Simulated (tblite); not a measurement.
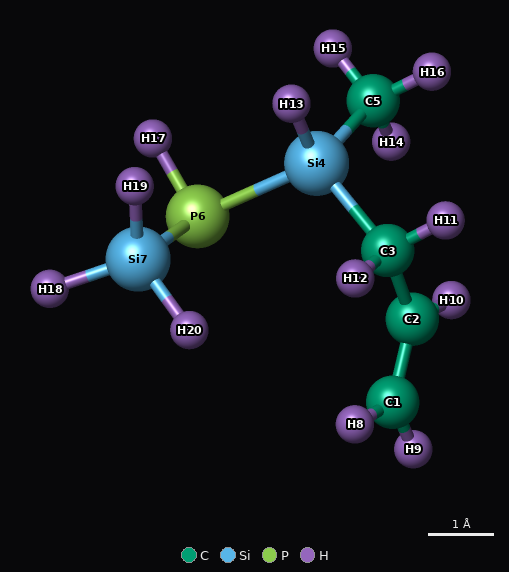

This is the input geometry for a relaxation of C4H13PSi2. A ball-and-stick model, seen at a tilt.

The calculation used GFN2-xTB geometry optimisation, gas phase in tblite.

```xyz
20

C     2.3160   -1.4228   -1.0620
C     2.0321   -0.3945   -0.2469
C     1.0198   -0.4612    0.8653
Si   -0.4157    0.7633    0.7037
C     0.1752    2.5081    0.8403
P    -1.4881    0.5268   -1.2271
Si   -2.3765   -1.4435   -0.8111
H     1.7880   -2.3628   -0.9878
H     3.0706   -1.3281   -1.8315
H     2.6000    0.5232   -0.3449
H     1.5215   -0.2640    1.8092
H     0.5978   -1.4745    0.9476
H    -1.3988    0.5113    1.8103
H     0.8778    2.7529    0.0226
H    -0.6627    3.2230    0.7810
H     0.6909    2.6821    1.7943
H    -2.6123    1.3227   -0.9187
H    -3.3150   -1.7926   -1.9055
H    -3.1261   -1.3916    0.4779
H    -1.2997   -2.4670   -0.7196
```

Question: What does the optimiser find from here?

Answer: The atom that moves furthest after the best rigid fit is H8 (0.55 Å). By element the largest moves are H 0.55 Å, C 0.38 Å, P 0.34 Å, Si 0.17 Å. Near-neighbour distances that change, for instance: Si4–C5 1.847 → 1.903 Å, P6–H17 1.412 → 1.381 Å, Si7–H20 1.488 → 1.462 Å, P6–Si7 2.201 → 2.227 Å. Among the angles between lasting bonds that change: P6–Si4–H13 107.9° → 114.7°, C3–Si4–P6 111.8° → 106.2°, Si4–P6–Si7 97.2° → 102.1°. The energy falls by 19.4 kJ/mol in 108 geometry steps.

Step by step:

| step | E − E(0), kJ/mol |
| --- | --- |
| 0 | 0.00 |
| 1 | -7.38 |
| 2 | -9.70 |
| 3 | -10.69 |
| 4 | -11.97 |
| 5 | -12.53 |
| 6 | -13.16 |
| 7 | -13.44 |
| 8 | -13.75 |
| 9 | -14.00 |
| 10 | -14.20 |
| 15 | -15.09 |
| 20 | -15.99 |
| 25 | -16.82 |
| 31 | -17.39 |
| 36 | -17.70 |
| 41 | -18.04 |
| 46 | -18.35 |
| 51 | -18.67 |
| 56 | -18.78 |
| 62 | -18.93 |
| 67 | -19.04 |
| 72 | -19.17 |
| 77 | -19.30 |
| 82 | -19.32 |
| 87 | -19.33 |
| 93 | -19.36 |
| 98 | -19.37 |
| 103 | -19.38 |
| 108 | -19.39 |

The structure at the end:

```xyz
20

C     1.9657   -1.2814   -1.1104
C     1.9855   -0.4027   -0.1231
C     1.0879   -0.4479    1.0603
Si   -0.3778    0.7649    0.8110
C     0.2136    2.5739    0.8133
P    -1.2046    0.3342   -1.2283
Si   -2.3077   -1.5708   -0.8938
H     1.3043   -2.1329   -1.0947
H     2.6120   -1.1949   -1.9669
H     2.6614    0.4419   -0.1643
H     1.6353   -0.1761    1.9617
H     0.6946   -1.4557    1.1937
H    -1.3347    0.5647    1.9193
H     0.8541    2.7698   -0.0423
H    -0.6278    3.2580    0.7550
H     0.7729    2.8111    1.7129
H    -2.3111    1.1463   -1.0711
H    -3.2744   -1.7032   -1.9833
H    -3.0190   -1.6269    0.3875
H    -1.3356   -2.6615   -0.9396
```

The end point in the same view:

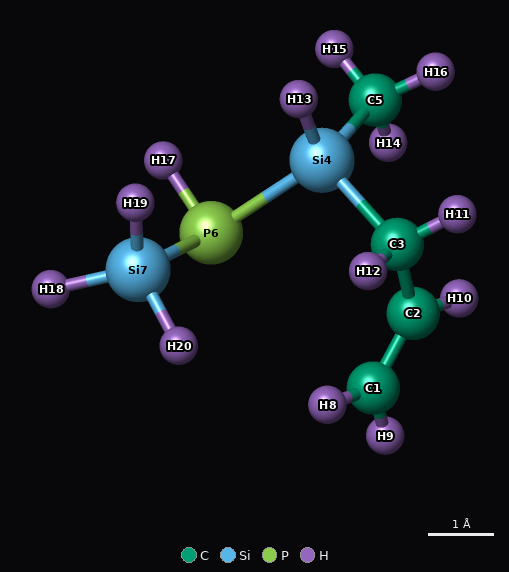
